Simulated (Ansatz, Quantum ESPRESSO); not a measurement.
# Lattice dynamics of AlBiTe3 (Pm-3m) in two programs, part 2 of 3

How does AlBiTe3 (Pm-3m) vibrate, and is this structure a minimum?

Quantum ESPRESSO 7.5; DFT LDA, scalar-relativistic, plane waves, JTH PAW pseudopotentials.

So far. Step 2 (A probe with smearing): No gap opens on this mesh, so smearing is kept; the start stands at -3.1 GPa. Step 4 (Self-consistent run for the response): The cell stands at 0.021 GPa, close enough for phonons. The relaxed cell has a = 5.216 Å (conventional setting).

The structure was built from a prototype and need not be the compound's stable phase.

**5. Linear response on the mesh**

Linear response treats each wavevector in the unit cell, with no supercell; the 2×2×2 mesh fixes the range of the force constants to be had.

The input, ph.in:

```
phonons
&INPUTPH
  prefix       = 'x'
  outdir       = './tmp'
  fildyn       = 'x.dyn'
  tr2_ph       = 1.0d-18
  alpha_mix(1) = 0.4
  nmix_ph      = 8
  ldisp        = .true.
  nq1          = 2
  nq2          = 2
  nq3          = 2
/
```

On the command line:

```bash
> OMP_NUM_THREADS=1 mpirun -n 4 ph.x -nk 4 -in ph.in > ph.out
```

Log:

```text
[banners, grids, parts of the stress and lines that vanish by symmetry left out]
[banner, memory and clock lines left out]
Program PHONON v.7.5

[...]
Exchange-correlation= PW
                           (   1   4   0   0   0   0   0)
[...]
(   4 q-points):
[...]
kinetic-energy cut-off    =      40.0000  Ry
     charge density cut-off    =     200.0000  Ry
     convergence threshold     =      1.0E-18
[...]
Exchange-correlation= PW
                           (   1   4   0   0   0   0   0)
[...]
q = (   0.0000000   0.0000000   0.0000000 )
     49 Sym.Ops. (with q -> -q+G )
     G cutoff =  492.2671  (  45817 G-vectors)     FFT grid: ( 45, 45, 45)
     G cutoff =  393.8137  (  32675 G-vectors)  smooth grid: ( 40, 40, 40)
     number of k points=    20  Gaussian smearing, width (Ry)=  0.0200
[...]
Mode symmetry, O_h (m-3m)  point group:
[...]
Representation #   1 modes #   1   2   3
[...]
End of self-consistent calculation
     Convergence has been achieved
     Representation #   2 modes #   4   5   6
[...]
End of self-consistent calculation
     Convergence has been achieved
     Representation #   3 modes #   7   8   9
[...]
End of self-consistent calculation
     Convergence has been achieved
     Representation #   4 modes #  10  11  12
[...]
End of self-consistent calculation
     Convergence has been achieved
[...]
Convergence has been achieved
[...]
q = (    0.000000000   0.000000000   0.000000000 )
[...]
freq (    1) =      -2.138942 [THz] =     -71.347439 [cm-1]
     freq (    2) =      -2.138942 [THz] =     -71.347439 [cm-1]
     freq (    3) =      -2.138942 [THz] =     -71.347439 [cm-1]
     freq (    4) =      -1.932209 [THz] =     -64.451558 [cm-1]
     freq (    5) =      -1.932209 [THz] =     -64.451558 [cm-1]
     freq (    6) =      -1.932209 [THz] =     -64.451558 [cm-1]
     freq (    7) =       0.013089 [THz] =       0.436617 [cm-1]
     freq (    8) =       0.013089 [THz] =       0.436617 [cm-1]
     freq (    9) =       0.013089 [THz] =       0.436617 [cm-1]
     freq (   10) =       0.365544 [THz] =      12.193230 [cm-1]
     freq (   11) =       0.365544 [THz] =      12.193230 [cm-1]
     freq (   12) =       0.365544 [THz] =      12.193230 [cm-1]
     freq (   13) =       9.254155 [THz] =     308.685372 [cm-1]
     freq (   14) =       9.254155 [THz] =     308.685372 [cm-1]
[...]
Mode symmetry, O_h (m-3m)  point group:
     freq (   1-   3) =        -71.3  [cm-1]   --> T_1u G_15  G_4- I
     freq (   4-   6) =        -64.5  [cm-1]   --> T_2u G_25  G_5-
     freq (   7-   9) =          0.4  [cm-1]   --> T_1u G_15  G_4- I
     freq (  10-  12) =         12.2  [cm-1]   --> T_1u G_15  G_4- I
     freq (  13-  15) =        308.7  [cm-1]   --> T_1u G_15  G_4- I
[...]
Mode symmetry, D_4h(4/mmm) point group:
[...]
Representation #   1 mode #   1
[...]
Convergence has been achieved
     Representation #   2 mode #   2
[...]
Convergence has been achieved
     Representation #   3 mode #   3
[...]
Convergence has been achieved
     Representation #   4 modes #   4   5
[...]
Convergence has been achieved
     Representation #   5 modes #   6   7
[...]
Convergence has been achieved
     Representation #   6 modes #   8   9
[...]
Convergence has been achieved
     Representation #   7 mode #  10
[...]
Convergence has been achieved
[...]
Convergence has been achieved
     Representation #   9 modes #  12  13
[...]
Convergence has been achieved
[...]
q = (    0.000000000   0.000000000  -0.500000000 )
[...]
Mode symmetry, D_4h(4/mmm) point group:
     freq (   1-   1) =        -93.3  [cm-1]   --> B_1g X_2  M_2
     freq (   2-   3) =        -67.3  [cm-1]   --> E_u  X_5' M_5'
     freq (   4-   5) =        -67.2  [cm-1]   --> E_g  X_5  M_5
     freq (   6-   6) =        -60.1  [cm-1]   --> A_1g X_1  M_1
     freq (   7-   7) =        -39.5  [cm-1]   --> A_2u X_4' M_4'
     freq (   8-   9) =        -14.5  [cm-1]   --> E_u  X_5' M_5'
     freq (  10-  11) =         34.5  [cm-1]   --> E_g  X_5  M_5
     freq (  12-  12) =        159.9  [cm-1]   --> A_2u X_4' M_4'
     freq (  13-  13) =        295.4  [cm-1]   --> A_1g X_1  M_1
     freq (  14-  15) =        309.0  [cm-1]   --> E_g  X_5  M_5
[...]
Mode symmetry, D_4h(4/mmm) point group:
[...]
Representation #   8 mode #   9
[...]
Convergence has been achieved
     Representation #  11 modes #  14  15
[...]
Convergence has been achieved
[...]
q = (    0.000000000  -0.500000000  -0.500000000 )
[...]
Mode symmetry, D_4h(4/mmm) point group:
     freq (   1-   1) =       -101.0  [cm-1]   --> B_1g X_2  M_2
     freq (   2-   3) =        -80.1  [cm-1]   --> E_u  X_5' M_5'
     freq (   4-   5) =        -60.5  [cm-1]   --> E_g  X_5  M_5
     freq (   6-   6) =        -45.7  [cm-1]   --> A_2u X_4' M_4'
     freq (   7-   8) =        -25.2  [cm-1]   --> E_u  X_5' M_5'
     freq (   9-   9) =         15.6  [cm-1]   --> A_1g X_1  M_1
     freq (  10-  10) =         53.7  [cm-1]   --> B_1u X_2' M_2'
     freq (  11-  11) =        153.7  [cm-1]   --> A_2g X_4  M_4
     freq (  12-  12) =        174.2  [cm-1]   --> B_2g X_3  M_3
     freq (  13-  14) =        299.2  [cm-1]   --> E_u  X_5' M_5'
     freq (  15-  15) =        311.4  [cm-1]   --> B_1u X_2' M_2'
[...]
Mode symmetry, O_h (m-3m)  point group:
[...]
Convergence has been achieved
     Representation #   2 mode #   4
[...]
Convergence has been achieved
     Representation #   3 modes #   5   6
[...]
Convergence has been achieved
[...]
Convergence has been achieved
     Representation #   5 modes #  10  11  12
[...]
End of self-consistent calculation
     Convergence has been achieved
     Representation #   6 modes #  13  14  15
[...]
End of self-consistent calculation
     Convergence has been achieved
[...]
q = (   -0.500000000  -0.500000000  -0.500000000 )
[...]
freq (    8) =       1.344819 [THz] =      44.858319 [cm-1]
     freq (    9) =       1.344819 [THz] =      44.858319 [cm-1]
     freq (   10) =       4.548199 [THz] =     151.711602 [cm-1]
     freq (   11) =       4.548199 [THz] =     151.711602 [cm-1]
     freq (   12) =       5.418994 [THz] =     180.758197 [cm-1]
     freq (   13) =       9.205476 [THz] =     307.061629 [cm-1]
     freq (   14) =       9.205476 [THz] =     307.061629 [cm-1]
     freq (   15) =       9.205476 [THz] =     307.061629 [cm-1]
[...]
Mode symmetry, O_h (m-3m)  point group:
     freq (   1-   3) =        -86.0  [cm-1]   --> T_2u G_25  G_5-
     freq (   4-   6) =        -59.9  [cm-1]   --> T_1u G_15  G_4-
     freq (   7-   9) =         44.9  [cm-1]   --> T_1u G_15  G_4-
     freq (  10-  11) =        151.7  [cm-1]   --> E_u  G_12' G_3-
     freq (  12-  12) =        180.8  [cm-1]   --> A_2u G_2'  G_2-
     freq (  13-  15) =        307.1  [cm-1]   --> T_2g G_25' G_5+


[key lines of the parts left out:]
the Fermi energy is     7.4573 ev
```

Run time: 16 min. Hardware: 4 MPI ranks of AMD EPYC 9R45, shared host.

Numbers from this step:

* largest acoustic frequency at the zone centre before the sum rule: 0.44 cm⁻¹
* highest optical zone-centre mode (no LO-TO term): 308.7 cm⁻¹
* lowest optical zone-centre mode: -71.35 cm⁻¹
* lowest mode on the q mesh (acoustic ones at the zone centre apart): -101.0 cm⁻¹

Frequencies (cm⁻¹) at each irreducible wavevector; negative means imaginary. Frequencies by wavevector:

| q (fractions) | star | mode 1 | mode 2 | mode 3 | mode 4 | mode 13 | mode 14 | mode 15 |
| --- | --- | --- | --- | --- | --- | --- | --- | --- |
| 0 0 0 | 1 | -71.35 | -71.35 | -71.35 | -64.45 | 308.7 | 308.7 | 308.7 |
| 0 0 -0.5 | 3 | -93.31 | -67.32 | -67.32 | -67.18 | 295.4 | 308.9 | 308.9 |
| 0 -0.5 -0.5 | 3 | -101 | -80.07 | -80.07 | -60.53 | 299.2 | 299.2 | 311.4 |
| -0.5 -0.5 -0.5 | 1 | -85.98 | -85.98 | -85.98 | -59.87 | 307.1 | 307.1 | 307.1 |

The acoustic modes at Γ come out as far as 0.4 cm⁻¹ from zero, where they should vanish, a small numerical error. The lowest optical mode is imaginary, 71i cm⁻¹, an instability at this level and on this k mesh.

**6. Fourier transform to real space**

The dynamical matrices of the mesh are Fourier-transformed to force constants in real space.

The input, q2r.in:

```
&INPUT
  fildyn = 'x.dyn'
  zasr   = 'simple'
  flfrc  = 'x.fc'
/
```

On the command line:

```bash
> q2r.x < q2r.in > q2r.out
```

Log:

```text
[banners, grids, parts of the stress and lines that vanish by symmetry left out]
[banner, memory and clock lines left out]
Program Q2R v.7.5

  reading grid info from file x.dyn0

  reading force constants from file x.dyn1
  Dielectric Tensor not found
  nqs=            1
 q=   0.00000000  0.00000000  0.00000000
  reading force constants from file x.dyn2
  nqs=            3
 q=   0.00000000  0.00000000 -0.50000000
[...]
reading force constants from file x.dyn3
  nqs=            3
[...]
q=  -0.50000000  0.00000000 -0.50000000
  reading force constants from file x.dyn4
  nqs=            1
 q=  -0.50000000 -0.50000000 -0.50000000

      q-space grid ok, #points =    8

      fft-check success (sum of imaginary terms < 10^-12)
```

It took 0.61 s on 1 thread.

**7. Dispersion**

From the force constants any wavevector is cheap; points of the mesh come back as solved, but for the sum rule and, in polar crystals, the LO-TO term at Γ; the rest is interpolation.

The input, matdyn.in:

```
&INPUT
  asr              = 'simple'
  flfrc            = 'x.fc'
  flfrq            = 'x.freq'
  flvec            = 'x.modes'
  q_in_band_form   = .true.
  q_in_cryst_coord = .true.
/
8
  0.0000000   0.0000000   0.0000000  12  ! GAMMA
  0.0000000   0.5000000   0.0000000  12  ! X
  0.5000000   0.5000000   0.0000000  12  ! M
  0.0000000   0.0000000   0.0000000  12  ! GAMMA
  0.5000000   0.5000000   0.5000000  12  ! R
  0.0000000   0.5000000   0.0000000   1  ! X
  0.5000000   0.5000000   0.5000000  12  ! R
  0.5000000   0.5000000   0.0000000   1  ! M
```

On the command line:

```bash
> matdyn.x -in matdyn.in > matdyn.out
```

Log:

```text
[banner, memory and clock lines left out]
Program MATDYN v.7.5

 mass for atomic type   1 not given; uses mass from file x.fc
 mass for atomic type   2 not given; uses mass from file x.fc
 mass for atomic type   3 not given; uses mass from file x.fc
     Message from routine matdyn:
     Z* not found in file x.fc, TO-LO splitting at q=0 will be absent!
     Message from routine matdyn:
     Z* not found in file x.fc, TO-LO splitting at q=0 will be absent!

Note: The following floating-point exceptions are signalling: IEEE_UNDERFLOW_FLAG
```

Wall time 0.6 s (1 thread).

Numbers from this step:

| Property | Result |
| --- | --- |
| lowest frequency on the path | -101.0 cm⁻¹ |

Matdyn.x, sum rule simple. Phonon branches along the path, in cm⁻¹:

| point | branch 1 | branch 2 | branch 3 | branch 4 | branch 12 | branch 13 | branch 14 | branch 15 |
| --- | --- | --- | --- | --- | --- | --- | --- | --- |
| Γ | -71 | -71 | -71 | -64 | 12 | 309 | 309 | 309 |
| X | -93 | -67 | -67 | -67 | 160 | 295 | 309 | 309 |
| M | -101 | -80 | -80 | -60 | 174 | 299 | 299 | 311 |
| Γ | -71 | -71 | -71 | -64 | 12 | 309 | 309 | 309 |
| R | -86 | -86 | -86 | -60 | 181 | 307 | 307 | 307 |
| X | -93 | -67 | -67 | -67 | 160 | 295 | 309 | 309 |
| jump to R | -86 | -86 | -86 | -60 | 181 | 307 | 307 | 307 |
| M | -101 | -80 | -80 | -60 | 174 | 299 | 299 | 311 |

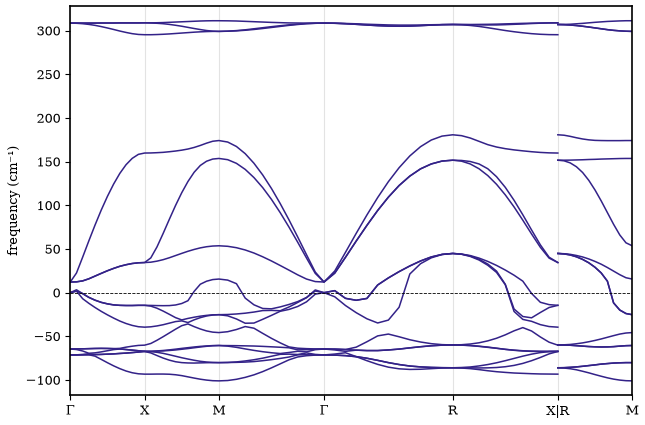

Phonon branches along the path.

Lowest modes at the softest wavevector of the mesh; phase exp(i q.(R + tau)). Modes at q = (0.500, 0.000, 0.500), with each element's share of the kinetic energy (negative means imaginary):

| mode | frequency (cm⁻¹) | Bi % | Al % | Te % |
| --- | --- | --- | --- | --- |
| 1 | -101.0 | 0 | 0 | 100 |
| 2 | -80.1 | 27 | 1 | 72 |
| 3 | -80.1 | 27 | 1 | 72 |
| 4 | -60.5 | 0 | 0 | 100 |
| 5 | -60.5 | 0 | 0 | 100 |
| 6 | -45.7 | 100 | 0 | 0 |

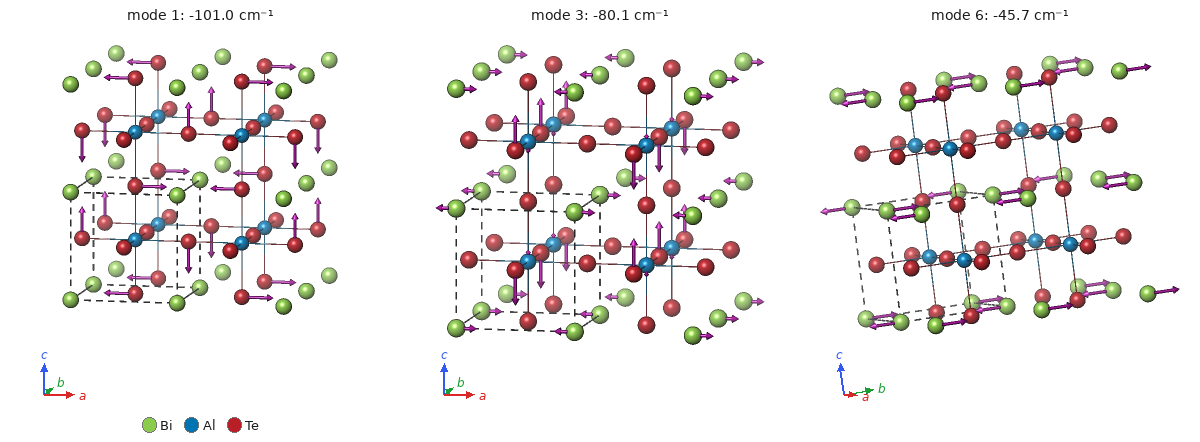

Displacement patterns of modes 1, 3 and 6 at q = (0.500, 0.000, 0.500); arrows are exaggerated. 2×2×2 cells are drawn. Some periodic images of atoms are drawn too.

Force constants by pair (phonopy on the run's constants); pairs near half the supercell's span include their periodic images. Pair force constants, by row:

| atom | neighbour | distance (Å) | third of the trace (eV/Å²) | along the pair's line (eV/Å²) |
| --- | --- | --- | --- | --- |
| Bi1 | itself | 0 | -1.652 | – |
| Bi1 | Te | 3.689 | 0.2137 | 0.6015 |
| Bi1 | Al | 4.517 | -0.0139 | -0.2106 |
| Bi1 | Bi | 5.216 | -0.0127 | -0.1137 |
| Bi1 | Te | 6.389 | -0.0503 | -0.0549 |
| Bi1 | Bi | 7.377 | -0.0445 | -0.099 |
| Al2 | itself | 0 | 7.971 | – |
| Al2 | Te | 2.608 | -1.083 | -4.46 |
| Al2 | Bi | 4.517 | -0.0139 | -0.2106 |
| Al2 | Al | 5.216 | -0.4113 | -0.9334 |
| Al2 | Te | 5.832 | -0.0279 | -0.0287 |
| Al2 | Al | 7.377 | 0.0404 | 0.04 |
| Te3 | itself | 0 | 2.844 | – |
| Te3 | Al | 2.608 | -1.083 | -4.46 |
| Te3 | Bi | 3.689 | 0.2137 | 0.6015 |
| Te3 | Te | 3.689 | -0.1073 | -0.744 |
| Te3 | Te | 5.216 | 0.0632 | 0.3285 |
| Te3 | Te | 5.216 | -0.1647 | -0.1665 |
| Te3 | Al | 5.832 | -0.0279 | -0.0287 |
| Te3 | Te | 6.389 | -0.0812 | -0.1028 |
| Te3 | Bi | 6.389 | -0.0503 | -0.0549 |
| Te4 | itself | 0 | 2.844 | – |
| Te4 | Al | 2.608 | -1.083 | -4.46 |
| Te4 | Bi | 3.689 | 0.2137 | 0.6015 |
| Te4 | Te | 3.689 | -0.1073 | -0.744 |
| Te4 | Te | 5.216 | 0.0632 | 0.3285 |
| Te4 | Te | 5.216 | -0.1647 | -0.1665 |
| Te4 | Al | 5.832 | -0.0279 | -0.0287 |
| Te4 | Te | 6.389 | -0.0812 | -0.1028 |
| Te4 | Bi | 6.389 | -0.0503 | -0.0549 |

Mode patterns, pair constants, displacements and means over the zone were worked out by phonopy from the force constants of q2r.x.

The path dips to 101i cm⁻¹.

**8. Sums over the zone**

Sums over the zone need many more wavevectors than were solved, so the interpolation is sampled on a dense mesh.

The input, matdyn.in:

```
&INPUT
  asr    = 'simple'
  flfrc  = 'x.fc'
  dos    = .true.
  fldos  = 'x.dos'
  nk1    = 9
  nk2    = 9
  nk3    = 9
  deltaE = 1.0
/
```

On the command line:

```bash
> matdyn.x -in matdyn.in > matdyn.out
```

Log:

```text
[banner, memory and clock lines left out]
Program MATDYN v.7.5

 mass for atomic type   1 not given; uses mass from file x.fc
 mass for atomic type   2 not given; uses mass from file x.fc
 mass for atomic type   3 not given; uses mass from file x.fc
     Message from routine matdyn:
     Z* not found in file x.fc, TO-LO splitting at q=0 will be absent!

Note: The following floating-point exceptions are signalling: IEEE_UNDERFLOW_FLAG
```

Run time: 3.5 s. Hardware: 1 thread.

Numbers from this step:

```yaml
share_of_modes_beyond_3i_cm_minus1_on_the_dense_interpolated_mesh: 0.5219
```

The phonon density of states has structure finer than the step of the table below, so its rows give means over 25 cm⁻¹, whole bins alone (the curve runs from -100 to 312 cm⁻¹). Peaks (cm⁻¹: height): total -92.2: 0.0996, -80.2: 0.207, -64.2: 0.371, 309.8: 0.436; Al 309.8: 0.332; Bi -70.2: 0.0341, -62.2: 0.103, -46.2: 0.0506, -22.2: 0.0387; Te -92.2: 0.0994, -80.2: 0.176, -64.2: 0.271, 309.8: 0.104.

Tetrahedra. The phonon density of states by wavenumber; means over each step; values in 1/cm⁻¹/cell:

| wavenumber (cm⁻¹) | total | Al | Bi | Te |
| --- | --- | --- | --- | --- |
| -75 | 0.156 | 6.3e-4 | 0.0330 | 0.122 |
| -50 | 0.0569 | 7.0e-5 | 0.0331 | 0.0238 |
| -25 | 0.0567 | 1.6e-4 | 0.0294 | 0.0271 |
| 0 | 0.0347 | 6.0e-5 | 0.0155 | 0.0191 |
| 25 | 0.0300 | 0.00113 | 0.00842 | 0.0205 |
| 50 | 0.0232 | 0.00479 | 8.4e-4 | 0.0175 |
| 75 | 0.0170 | 0.00370 | 2.6e-5 | 0.0133 |
| 100 | 0.0178 | 0.00316 | 2.0e-5 | 0.0146 |
| 125 | 0.0194 | 0.00230 | 1.5e-5 | 0.0171 |
| 150 | 0.0290 | 0.00151 | 2.1e-5 | 0.0275 |
| 175 | 0.0109 | 3.0e-4 | 4.2e-6 | 0.0106 |
| 200 | 0 | 0 | 0 | 0 |

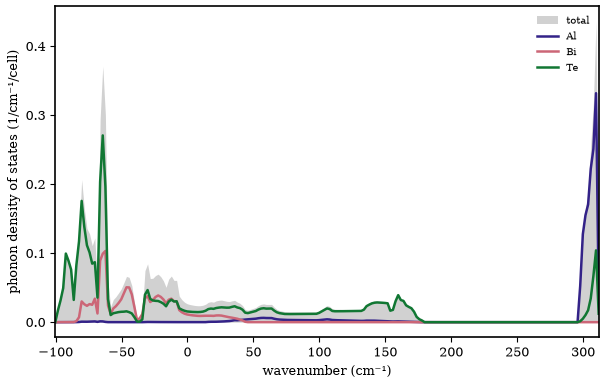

Phonon density of states, plotted against wavenumber.

**9. Modes with the sum rule**

A rigid shift of the crystal must cost nothing, but grids and finite bases break this; the acoustic sum rule is imposed before the matrix is diagonalised again.

The input, dynmat.in:

```
&INPUT
  fildyn = 'x.dyn1'
  asr    = 'simple'
  fileig = 'dynmat.eig'
/
```

On the command line:

```bash
> dynmat.x -in dynmat.in > dynmat.out
```

Log:

```text
[banner, memory and clock lines left out]
Program DYNMAT v.7.5

     Reading Dynamical Matrix from file x.dyn1
     ...Force constants read
     ...epsilon and Z* not read (not found on file)
     A direction for q was not specified:TO-LO splitting will be absent

     Polarizability (A^3 units)
     multiply by 1.000000 for Clausius-Mossotti correction
         0.000000    0.000000    0.000000
         0.000000    0.000000    0.000000
         0.000000    0.000000    0.000000

     IR activities are in (D/A)^2/amu units

# mode   [cm-1]    [THz]      IR
    1    -71.35   -2.1390    0.0000
    2    -71.35   -2.1390    0.0000
    3    -71.35   -2.1390    0.0000
    4    -64.45   -1.9322    0.0000
    5    -64.45   -1.9322    0.0000
    6    -64.45   -1.9322    0.0000
    7     -0.00   -0.0000    0.0000
    8     -0.00   -0.0000    0.0000
    9     -0.00   -0.0000    0.0000
   10     12.18    0.3651    0.0000
   11     12.18    0.3651    0.0000
   12     12.18    0.3651    0.0000
   13    308.68    9.2541    0.0000
   14    308.68    9.2541    0.0000
   15    308.68    9.2541    0.0000

[end of the log left out, with the tail of the file of modes that dynmat.x writes under the same name]
```

The job ended after 0.59 s (1 thread).

Unit eigenvectors of the mass-weighted matrix after the sum rule; no LO-TO term. Modes at Γ, with each element's share of the kinetic energy (negative means imaginary):

| mode | frequency (cm⁻¹) | Bi % | Al % | Te % |
| --- | --- | --- | --- | --- |
| 1 | -71.4 | 48 | 1 | 51 |
| 2 | -71.4 | 48 | 1 | 51 |
| 3 | -71.4 | 48 | 1 | 51 |
| 4 | -64.4 | 0 | 0 | 100 |
| 5 | -64.4 | 0 | 0 | 100 |
| 6 | -64.4 | 0 | 0 | 100 |
| 7 | 0.0 | 34 | 4 | 62 |
| 8 | 0.0 | 34 | 4 | 62 |
| 9 | 0.0 | 34 | 4 | 62 |
| 10 | 12.2 | 18 | 22 | 60 |
| 11 | 12.2 | 18 | 22 | 60 |
| 12 | 12.2 | 18 | 22 | 60 |
| 13 | 308.7 | 0 | 72 | 28 |
| 14 | 308.7 | 0 | 72 | 28 |
| 15 | 308.7 | 0 | 72 | 28 |

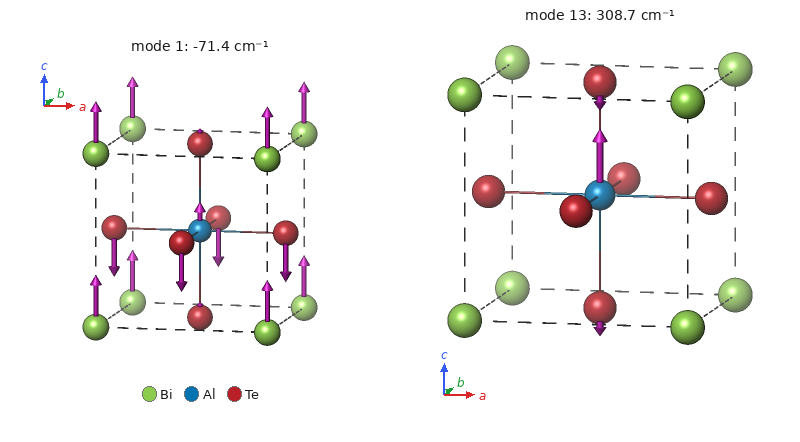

Displacement patterns of modes 1 and 13 at Γ; arrows are exaggerated. Some periodic images of atoms are drawn too.

The rule moves no optical mode by more than 0.1 cm⁻¹.

**10. Sum rules set otherwise: a sum rule for molecules or wires on a crystal**

This rule also removes rotations, which suits wires and not a crystal; it is tried to see the harm.

The input, dynmat.in:

```
&INPUT
  fildyn = 'x.dyn1'
  asr    = 'one-dim'
  fileig = 'dynmat.eig'
/
```

On the command line:

```bash
> dynmat.x -in dynmat.in > dynmat.out
```

Log:

```text
[banner, memory and clock lines left out]
Program DYNMAT v.7.5

     Reading Dynamical Matrix from file x.dyn1
     ...Force constants read
     ...epsilon and Z* not read (not found on file)
asr rotation axis in 1D system=    3
     Acoustic Sum Rule: || Z*(ASR) - Z*(orig)|| =    0.000000E+00
     Acoustic Sum Rule: ||dyn(ASR) - dyn(orig)||=    6.779458E-02
     A direction for q was not specified:TO-LO splitting will be absent

     Polarizability (A^3 units)
     multiply by 1.000000 for Clausius-Mossotti correction
         0.000000    0.000000    0.000000
         0.000000    0.000000    0.000000
         0.000000    0.000000    0.000000

     IR activities are in (D/A)^2/amu units

# mode   [cm-1]    [THz]      IR
    1    -74.00   -2.2184    0.0000
    2    -71.35   -2.1389    0.0000
    3    -71.35   -2.1389    0.0000
    4    -64.45   -1.9322    0.0000
    5    -64.45   -1.9322    0.0000
    6    -51.29   -1.5376    0.0000
    7     -0.00   -0.0000    0.0000
    8      0.00    0.0000    0.0000
    9      0.00    0.0000    0.0000
   10      0.00    0.0000    0.0000
   11     12.19    0.3654    0.0000
   12     12.19    0.3654    0.0000
   13    308.69    9.2542    0.0000
   14    308.69    9.2542    0.0000
   15    317.01    9.5038    0.0000

[end of the log left out, with the tail of the file of modes that dynmat.x writes under the same name]
```

The job ended after 0.6 s (1 thread).

The run ended normally, but on settings that are not sound.

The fault: a sum rule for molecules or wires on a crystal; 1 optical mode is projected out to zero frequency, as if it were a rotation.

For a crystal the rule has to be 'simple' or 'crystal'.

Zone-centre frequencies as printed; negative means imaginary. Modes:

| mode | frequency (cm⁻¹) |
| --- | --- |
| 1 | -74 |
| 2 | -71.35 |
| 3 | -71.35 |
| 4 | -64.45 |
| 5 | -64.45 |
| 6 | -51.29 |
| 7 | 0 |
| 8 | 0 |
| 9 | 0 |
| 10 | 0 |
| 11 | 12.19 |
| 12 | 12.19 |
| 13 | 308.7 |
| 14 | 308.7 |
| 15 | 317 |

[end of part 2 of 3]

[Host names and launcher messages were left out of these logs when they were recorded.]

[Logs are printed without paths, hosts, clocks, repeated set-up lines and the standing remarks that a program may print on its own settings, such as how far it seeks lower states.]

[Hosts, paths, dates, database ids (printed as entryN), source tags and the programs' standing remarks are cut or masked in the printed files.]
